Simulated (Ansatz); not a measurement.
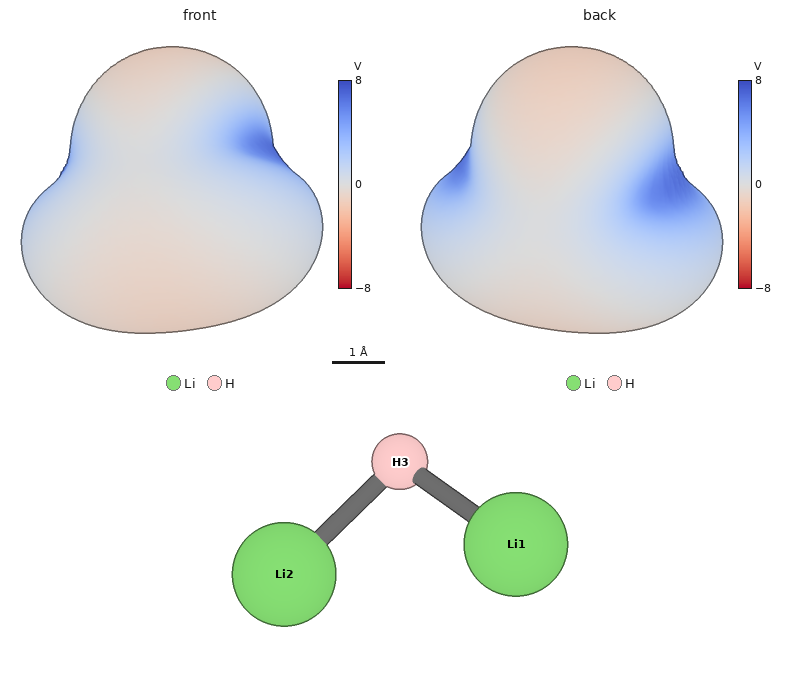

Figure. HLi2 (doublet). The molecular electrostatic potential painted on the density surface at 0.001 e/bohr³, seen from the front and from behind; red is negative and blue positive. The bare structure is drawn below in the same view.

Geometry: PBE-D4/def2-TZVP.

The calculation used Ansatz 0.2.0, UKS PBE0-D4/def2-TZVP.

> Which sites attract a positive test charge, and which a negative one?

A positive charge is drawn to the negative regions and a negative charge to the positive ones. The most negative region (about −1.2 V) lies over H3, the most positive (about +6.4 V) over Li1 and Li2.
